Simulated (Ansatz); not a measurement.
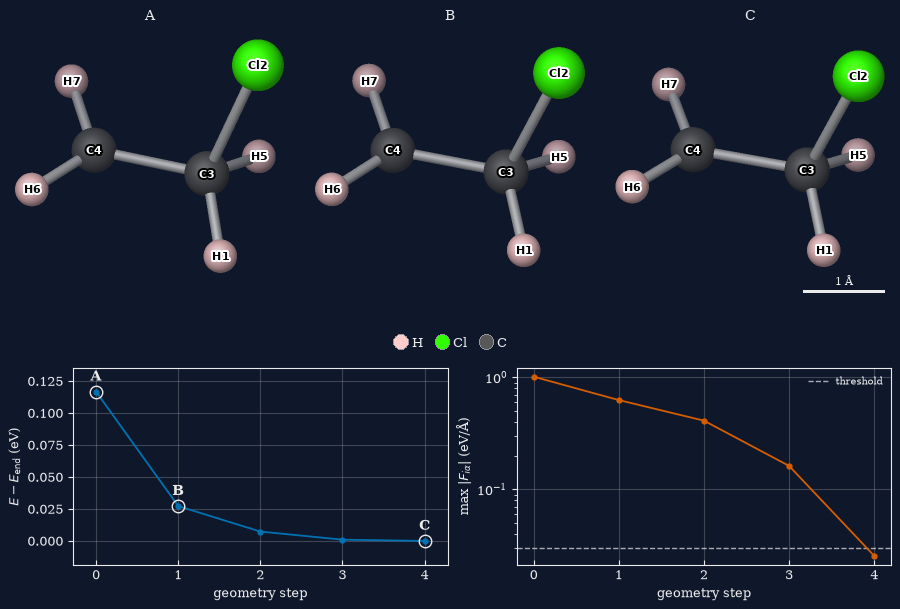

Frames of a relaxation of C$_{2}$H$_{4}$Cl (multiplicity 2), marked on the history of the run. Style: ball-and-stick. Shown at a tilt.

The run prepares an end point of a later path (reaction) calculation, from a guessed geometry.

The calculation used UKS r2SCAN-D4/def2-SVP in Ansatz. Set-up: collinear spin; force threshold 0.03 eV/Å; at most 50 steps.

Describe the path.

The energy falls by 0.117 eV in 4 geometry steps. The largest force component goes from 1 to 0.025 eV/Å. The largest move after the best rigid fit is that of Cl2, 0.14 Å. Largest moves by element: Cl 0.14 Å, H 0.10 Å, C 0.05 Å. Near-neighbour distances that change, for instance: Cl2–C3 1.960 → 1.859 Å, C3–C4 1.455 → 1.464 Å. Bond angles that change, for instance: H1–C3–Cl2 113.2° → 104.6°, Cl2–C3–H5 100.3° → 104.5°, Cl2–C3–C4 106.2° → 110.0°. The run took 14 s on 2 threads of Arm Neoverse V1 (shared host), peak memory 0.16 GiB. From step 0 to 1: H1 moves most (0.13 Å), energy −0.089 eV. From step 1 to 4: H7 moves most (0.08 Å), energy −0.027 eV.

```tsv
step	E − E(0), eV	largest force component, eV/Å
0	0.0000	1.0150
1	-0.0895	0.6276
2	-0.1094	0.4111
3	-0.1158	0.1622
4	-0.1168	0.0255
```
